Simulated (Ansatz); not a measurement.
These are PBE (plane waves to 420 eV, PAW; Ansatz, an electronic-structure program) values and carry that method's errors.

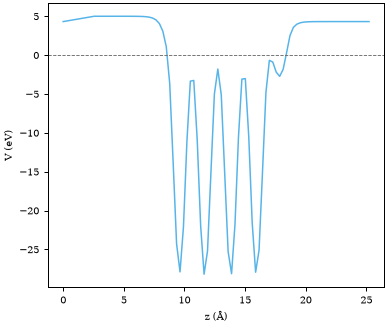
*Electrostatic potential energy of an electron, averaged over planes parallel to the surface, in eV from the Fermi level, for Pt on the 1x1 (0001) surface of hcp Ru, one in a 2x2 cell, started at the site 'bridge Ru-Ru (span 2.7 Å)'*

Set-up: 17 atoms, 6.3 Å thick at the start under the adsorbate (thin: gaps and levels are the slab's own); mesh 6x6x1; 0.1 eV smearing; dipole correction on; 8 atoms held, the rest relaxed; start symmetry kept, larger cells not searched; spin-polarised, no spin-orbit, no U, no dispersion correction. The starting moment vanished. At the end it is bonded to 3 Ru. In PBE it is, or lies within 0.03 eV of, the lowest of the starts that converged.

The vacuum level lies 4.32 eV above the Fermi level over the top face and 5.00 eV above it under the bottom face.
